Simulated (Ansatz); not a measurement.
# Phonon calculation, with input and output: CH₄AlNSSi

The run: phonon calculation of CH₄AlNSSi. Method and program: RKS B3LYP/def2-SVP (Ansatz 0.2.0).

It belongs to a series of runs on one base structure; here: vibrations at the highest image of the band. Figures and captions count atoms from 1; the log counts them from 0 in places.

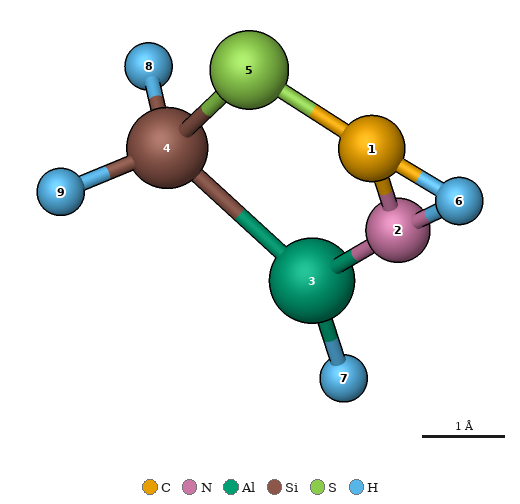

*The input geometry (ball-and-stick view, seen at a tilt; atoms are numbered from 1 in the order of the input). Sticks mark near contacts.*

Summary

| quantity | value |
| --- | --- |
| outcome | converged |
| total energy | −27891.0446 eV |
| mean-field energy | −27891.0446 eV |
| largest force (length of the vector) | 0.009 eV/Å |
| hardware | 2 threads of Intel Xeon (Granite Rapids), 16 GiB of memory available, shared host |
| wall time | 55 s (CPU time 1.8 min) |
| peak memory | 0.25 GiB |

Input
```yaml
crystal:
  periodic: [false, false, false]
  atoms:
    - { symbol: C, position_ang: [-0.269618, 1.545562, -0.950418] }
    - { symbol: "N", position_ang: [0.948778, 1.018672, -0.872904] }
    - { symbol: Al, position_ang: [1.36474, -0.529255, 0.048889] }
    - { symbol: Si, position_ang: [-0.942518, -0.92098, 0.793736] }
    - { symbol: S, position_ang: [-1.75551, 0.870936, -0.194576] }
    - { symbol: H, position_ang: [0.737686, 2.075943, -1.500868] }
    - { symbol: H, position_ang: [2.817037, -1.137298, 0.141517] }
    - { symbol: H, position_ang: [-1.619164, -2.1363, 0.256249] }
    - { symbol: H, position_ang: [-1.19293, -0.83338, 2.261275] }
basis:
  gaussian: { orbitals: def2-SVP }
hamiltonian:
  xc: b3lyp
phonons: {}
```

Launch command:
```bash
ansatz run input.yaml --threads 2 --pin off --max-ram 3072MiB --backend cpu --events-out ev --progress --plain --runs-dir out
```

Output
```
Engine: ansatz 0.2.0, x86_64-unknown-linux-gnu
Functional definition: B3LYP
  parameter a0 = 0.2
  parameter ax = 0.72
  parameter ac = 0.81
  exchange = (1 - a0 - ax)*slater_x + ax*b88_x + a0*exact_x
  correlation = (1 - ac)*vwn_rpa_c + ac*lyp_c
1069 factors; integrals over basis functions are off by at most 3.3e-4 eV
mean field evaluation 1: about -27884.0616 eV, gradient 5.5e1 eV
mean field evaluation 2: about -27847.1037 eV, gradient 1.2e2 eV
mean field evaluation 4: about -27890.8226 eV, gradient 7.4e0 eV
mean field evaluation 8: about -27891.0441 eV, gradient 2.7e-1 eV
mean field evaluation 16: about -27891.0443 eV, gradient 5.7e-5 eV
mean field -27891.04434094 eV, -1024.9769743005 hartree, gradient 5.7e-5 eV, S^2 0.000000; 0 other end points of the search recorded, 0 dependent functions left out
the calculation of the forces begins
reference -27891.04461045 eV, -1024.9769842048 hartree; 30, 30 occupied and 72, 72 virtual orbitals, 1069 factors
these checks for a lower state are left out or cut short: stability, starts, cluster_reference, orbital_swaps, neighbouring_geometries, increment
1069 factors; integrals over basis functions are off by at most 3.3e-4 eV
mean field -27891.04425925 eV, -1024.9769712985 hartree, gradient 2.6e-6 eV, S^2 0.000000; 0 other end points of the search recorded, 0 dependent functions left out
[... from here on the field's lines of each further geometry are left out, up to the last ...]
the calculation of the forces begins
reference -27891.04455617 eV, -1024.9769822102 hartree; 30, 30 occupied and 72, 72 virtual orbitals, 1069 factors
these checks for a lower state are left out or cut short: stability, starts, cluster_reference, orbital_swaps, neighbouring_geometries, increment
1069 factors; integrals over basis functions are off by at most 3.3e-4 eV
mean field -27891.04428859 eV, -1024.9769723768 hartree, gradient 1.9e-6 eV, S^2 0.000000; 0 other end points of the search recorded, 0 dependent functions left out
the calculation of the forces begins
reference -27891.04455807 eV, -1024.9769822802 hartree; 30, 30 occupied and 72, 72 virtual orbitals, 1069 factors
WARN: phonons: modes at or below zero, which the zero-point energy, F, S and C_V leave out: 1, the lowest at -1937.52 cm⁻¹. A minimum has none, and a first-order saddle one
Total energy: -27891.04461045 eV, -1024.9769842048 hartree
Atom 0 at    -0.269618     1.545562    -0.950418 Å, force     0.008534     0.002089    -0.000408 eV/Å
Atom 1 at     0.948778     1.018672    -0.872904 Å, force    -0.001416     0.008302     0.001132 eV/Å
Atom 2 at     1.364740    -0.529255     0.048889 Å, force    -0.001802    -0.004273     0.001650 eV/Å
Atom 3 at    -0.942518    -0.920980     0.793736 Å, force    -0.001937     0.006499    -0.001423 eV/Å
Atom 4 at    -1.755510     0.870936    -0.194576 Å, force    -0.003927    -0.007207     0.004145 eV/Å
Atom 5 at     0.737686     2.075943    -1.500868 Å, force    -0.001411    -0.002915    -0.003507 eV/Å
Atom 6 at     2.817037    -1.137298     0.141517 Å, force     0.001817    -0.000795    -0.000480 eV/Å
Atom 7 at    -1.619164    -2.136300     0.256249 Å, force    -0.000099    -0.001026    -0.000643 eV/Å
Atom 8 at    -1.192930    -0.833380     2.261275 Å, force     0.000241    -0.000673    -0.000467 eV/Å
Dipole moment:     0.443210    -0.374753     0.150370 e Å
Vibrations: -1937.52 117.59 244.87 270.71 346.46 379.35 388.42 487.56 504.16 508.77 527.42 588.60 616.62 663.31 716.98 931.86 1409.16 1961.99 2212.93 2218.50 2518.13 cm⁻¹, zero-point energy 1.091889 eV
```

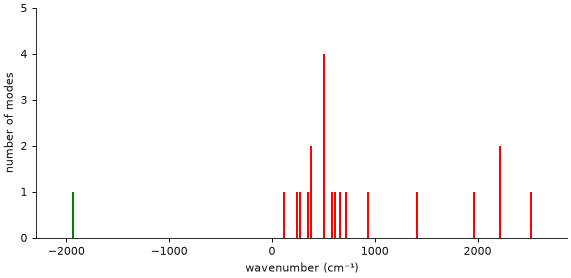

*Harmonic vibrational wavenumbers from the force constants; neighbouring modes closer than 20 cm⁻¹ are counted in one stick, and imaginary ones are drawn at negative wavenumbers.*

21 modes from 1938i to 2518 cm⁻¹, 1 imaginary beyond 8i (1938i cm⁻¹): a first-order saddle point, if the geometry is stationary.
